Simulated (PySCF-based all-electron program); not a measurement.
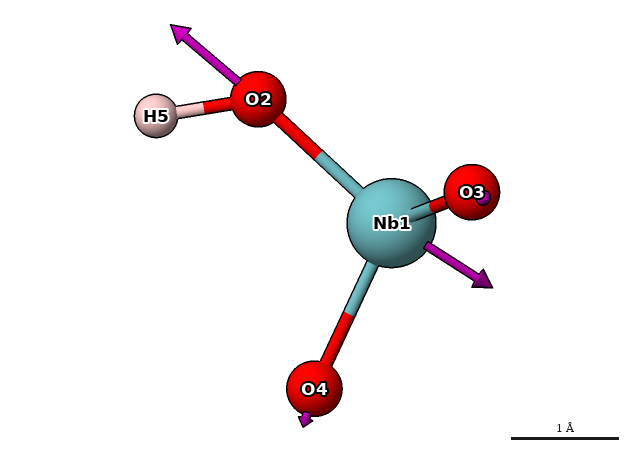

Arrows show the forces on the atoms, 0.1 Å of arrow for 1 eV/Å; forces under a tenth of the largest aren't drawn. The species is neutral and a spin singlet. Level of theory: PBE, all-electron, scalar-relativistic (Koelling-Harmon), large uncontracted Gaussian sets (PySCF-based all-electron program).

> On which atom is the force largest, and how large is it?

On O2: 8.54 eV/Å.

> Which bond do the forces act along most?

Nb1–O2, now 1.710 Å: the forces push its atoms apart, so a first step downhill lengthens it.

List the force components in the frame of the picture (x right, y up, z towards the viewer), in eV/Å.

```json
{"atom": "Nb1", "Fx": "6.39", "Fy": "−4.09", "Fz": "−0.96"}
{"atom": "O2", "Fx": "−6.48", "Fy": "5.51", "Fz": "−0.74"}
{"atom": "O3", "Fx": "0.57", "Fy": "−0.28", "Fz": "1.47"}
{"atom": "O4", "Fx": "−0.43", "Fy": "−1.46", "Fz": "0.37"}
{"atom": "H5", "Fx": "−0.05", "Fy": "0.32", "Fz": "−0.14"}
```
